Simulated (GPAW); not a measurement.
# A GW chain in GPAW: BN (P6_3mc), part 2 of 2

Aim: the G0W0 gap of BN (P6_3mc) on PBE, step by step.

GPAW 26.7.0; PBE and many-body steps on it, plane waves. Known limits of the many-body steps: not at the basis limit; coarse k mesh.

So far. Step 3 (Bands along the symmetry lines): The gap is 5.175 eV, as in the run before at this level. Step 4 (Empty states on the mesh, 6×6×4 mesh, 47 bands): On this mesh the gap is 5.175 eV.

The database entry behind the starting cell has ideal inner coordinates that were not refined, so it need not match the best structure at ambient conditions.

### 5. Screening and self-energy, 6×6×4 mesh, 37 bands, screening to 80 eV

Now the one-shot GW correction: screening in the RPA, then the self-energy of the levels asked for.

This step: G0W0 on PBE, plane waves, PAW.

Contents of run.py:

```python
import json
import numpy as np
from gpaw.mpi import world
from gpaw.response.g0w0 import G0W0

gw = G0W0('full.gpw',
    filename='gw',
    kpts=[0, 4, 14],
    bands=(6, 10),
    ecut=80,
    nbands=37,
    integrate_gamma='WS',
    ppa=True)
gw.calculate()
res = {mode: {k: v for k, v in r.items() if k != 'sigma_eskwn'}
       for mode, r in gw.all_results.items()}

if world.rank == 0:
    with open('result.json', 'w') as f:
        json.dump(res, f, default=lambda x: x.tolist())
```

On the command line:

```console
mpirun -n 4 gpaw python run.py
```

Numbers of over 12 decimals in the logs are rounded to 6 here.

The program printed:

```text
Using integrator: PointIntegrator
FrequencyGridDescriptor(from 0.000+0.000j to 0.000+27.211j eV, 2 points)
Nonperiodic BCs:  [False False False]
Using integrator: PointIntegrator
FrequencyGridDescriptor(from 0.000+0.000j to 0.000+27.211j eV, 2 points)
Nonperiodic BCs:  [False False False]
  ___  _ _ _
 |   || | | |
 | | || | | |
 |__ ||_____|
 |___|

BZ k-points: Symmetries present (total): 6

  [... matrices ...]
144 k-points: 6 x 6 x 4 Monkhorst-Pack grid + [1/12,1/12,1/8]
24 k-points in the irreducible part of the Brillouin zone
       k-points in crystal coordinates                weights
   0:     0.00000000    0.00000000    0.00000000          1/144
   1:     0.00000000    0.00000000    0.25000000          2/144
   2:     0.00000000    0.00000000    0.50000000          1/144
   3:     0.16666667    0.00000000   -0.25000000          6/144
   4:     0.16666667    0.00000000    0.00000000          6/144
   5:     0.16666667    0.00000000    0.25000000          6/144
   6:     0.16666667    0.00000000    0.50000000          6/144
   7:     0.33333333   -0.16666667    0.00000000          6/144
   8:     0.33333333   -0.16666667    0.25000000         12/144
   9:     0.33333333   -0.16666667    0.50000000          6/144
          ...
  23:     0.50000000    0.50000000    0.50000000          3/144

Distributing spins, k-points and bands (1 x 3 x 4) over 4 processes
Number of blocks: 1

Quasi particle states:
k-points (IBZ indices): [0, 4, 14]
Band range: (6, 10)
  [... matrices ...]
Computational parameters:
Plane wave cut-off: 80 eV
Number of bands: 37
Coulomb cutoff: None
Broadening: 0.1 eV

fxc modes: GW
Kernel: RPA
Using Godby-Needs plasmon-pole approximation:
  Fitting energy: i*E0, E0 = 1.000 Hartree
Summing all q:

Calculating screened Coulomb potential
No Coulomb truncation
FrequencyGridDescriptor(from 0.000+0.000j to 0.000+27.211j eV, 2 points)
Removing empty qpoint cache files...

Calculating chi0 body with:
    Ground state adapter containing:
    Number of spins: 1
    Number of kpoints: 144
    Number of irreducible kpoints: 24
    Number of completely occupied states: 8
    Number of partially occupied states: 8
    Occupied states memory: 0.6591796875 M / cpu

    Linear response parametrization:
    q_c: [1.3877787807814457e-17, 1.3877787807814457e-17, 0.0]
    Number of frequency points: 2
    Planewave cutoff: 80.0
    Number of bands: 37
    Number of planewaves: 37
    Broadening (eta): 1e-06
    comm.size: 4
    kncomm.size: 4
    blockcomm.size: 1

    Memory estimate of potentially large arrays:
        chi0_wGG: 0.041779 M / cpu
Integrating chi0 body.

Symmetries of q_c:
    Direct symmetries (Uq -> q): 6
    Indirect symmetries (TUq -> q): 6
In total 12 allowed symmetries.

  [... matrices ...]
24 groups of equivalent kpoints. 83.333333% reduction.

Integral kind: response function
Integrating chi0 head and wings.

Symmetries of q_c:
    Direct symmetries (Uq -> q): 6
    Indirect symmetries (TUq -> q): 6
In total 12 allowed symmetries.

  [... matrices ...]
24 groups of equivalent kpoints. 83.333333% reduction.

Integral kind: response function wings

Calculating chi0 body with:
    Ground state adapter containing:
    Number of spins: 1
    Number of kpoints: 144
    Number of irreducible kpoints: 24
    Number of completely occupied states: 8
    Number of partially occupied states: 8
[... the further q-points ...]

Results:
f:      Occupation numbers
eps:     KS-eigenvalues [eV]
vxc:     KS vxc [eV]
exx:     Exact exchange [eV]
sigma:   Self-energies [eV]
dsigma:  Self-energy derivatives
Z:       Renormalization factors
qp:      QP-energies [eV]

k-point 0 (0): (0.000, 0.000, 0.000)                GW
band       f     eps     vxc     exx   sigma  dsigma       Z      qp
                                                                   GW
   6   1.000  10.426 -19.439 -22.997   3.468  -0.198   0.835  10.351
   7   1.000  10.427 -19.439 -22.997   3.468  -0.198   0.835  10.351
   8   0.000  18.850 -14.416  -7.760  -4.469  -0.177   0.849  20.708
   9   0.000  18.850 -14.416  -7.760  -4.469  -0.177   0.849  20.708

k-point 1 (4): (0.167, 0.000, 0.000)                GW
band       f     eps     vxc     exx   sigma  dsigma       Z      qp
                                                                   GW
   6   1.000   9.564 -18.812 -22.461   3.424  -0.199   0.834   9.377
   7   1.000   9.812 -19.084 -22.815   3.538  -0.200   0.833   9.651
   8   0.000  18.191 -14.392  -8.126  -4.390  -0.175   0.851  19.787
   9   0.000  19.675 -15.222  -8.291  -4.620  -0.184   0.844  21.626

k-point 2 (14): (0.333, 0.333, 0.000)                GW
band       f     eps     vxc     exx   sigma  dsigma       Z      qp
                                                                   GW
   6   1.000   4.947 -16.901 -22.165   4.255  -0.221   0.819   4.121
   7   1.000   4.947 -16.901 -22.165   4.255  -0.221   0.819   4.121
   8   0.000  15.602 -12.200  -6.933  -3.958  -0.161   0.861  16.730
   9   0.000  23.973 -17.238  -8.877  -5.458  -0.210   0.826  26.371
```

Wall time 17 s (4 MPI ranks of Arm Neoverse V2, shared host); peak memory 1.1 GiB.

This step gave:

| Item | Value |
| --- | --- |
| G0W0 gap on the points computed | 6.379 eV |
| least direct G0W0 gap on the computed points | 10.14 eV |
| Z at the valence top | 0.8346 |
| Z at the conduction bottom | 0.8615 |
| starting gap on the mesh | 5.175 eV |
| k of the valence top | 0, 0, 0 |
| k of the conduction bottom | 0.3333, 0.3333, 0 |

The gap on the mesh goes from 5.18 eV to 6.38 eV, a correction of +1.20 eV.

Limits: finite bands, cutoff and mesh; coarse k mesh. v1 is the top filled band, c1 the lowest empty one. Levels before and after the correction, in eV, zero at the valence-band top of each column:

```csv
,conduction bottom,valence top
Kohn-Sham,5.18,0.00
G0W0,6.38,0.00
```

```csv
,level,energy (eV)
Kohn-Sham,Γ v2-v1,0.000
Kohn-Sham,Γ c1-c2,8.423
Kohn-Sham,(0.333 0.333 0) v2-v1,-5.480
Kohn-Sham,(0.333 0.333 0) c1,5.175
Kohn-Sham,(0.333 0.333 0) c2,13.546
G0W0,Γ v2-v1,0.000
G0W0,Γ c1-c2,10.356
G0W0,(0.333 0.333 0) v2-v1,-6.230
G0W0,(0.333 0.333 0) c1,6.379
G0W0,(0.333 0.333 0) c2,16.020
```

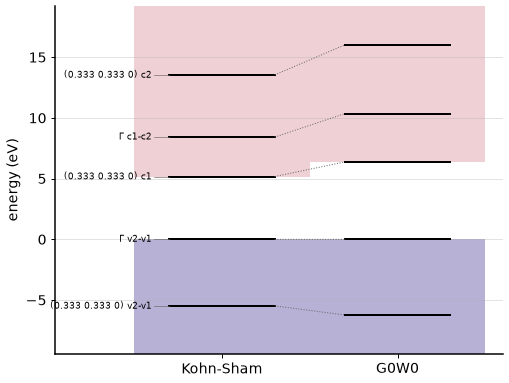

Levels before and after the correction. Shaded: valence and conduction bands.

### 6. Where the time went

Times are wall times on 4 MPI ranks of Arm Neoverse V2, shared host, good to a factor of about two.

```csv
step,time,share,memory (GiB)
ground state,5.1 s,15 %,0.61
bands along the symmetry lines,4.9 s,15 %,0.64
empty states on the mesh,6.7 s,20 %,0.64
screening and self-energy,17 s,50 %,1.1
```

### 7. Results

```json
{
  "PBE gap": "5.18 eV, indirect",
  "G0W0 gap on the mesh": "6.38 eV",
  "GW settings": "6×6×4 mesh, 37 bands, screening to 80 eV, Godby-Needs plasmon pole",
  "known limits": "not at the basis limit; coarse k mesh"
}
```

G0W0 moves the gap on the mesh from 5.18 eV to 6.38 eV (+1.20 eV), with Z of 0.83 and 0.86 at the edges. Only 3 of the mesh's irreducible points were corrected, so a valley elsewhere could overtake. The dearest step here is «screening and self-energy». Bands and cutoff are finite, so the gap is not at the basis limit. The miss can reach some tenths of an eV and take either sign; the mesh is an error of its own. These stock PAW sets were not made for GW. In the G0W0 run levels were corrected at 3 k points alone, so a gap called «on the mesh» is the least over those, and an edge elsewhere would be missed. The 6×6×4 mesh is coarse for this cell, which bears on the long-range parts of exchange and screening.

[Paths, hosts, dates, memory and timing lines, banners, echoed tables and standing remarks are left out of the program output.]

[Logs are printed without paths, hosts, clocks, repeated set-up lines and the standing remarks that a program may print on its own settings, such as how far it seeks lower states.]

[Runs of the session that timed out or met a known fault of the program may be left out.]

[Hosts, paths, dates, database ids (printed as entryN), source tags and the programs' standing remarks are cut or masked in the printed files.]
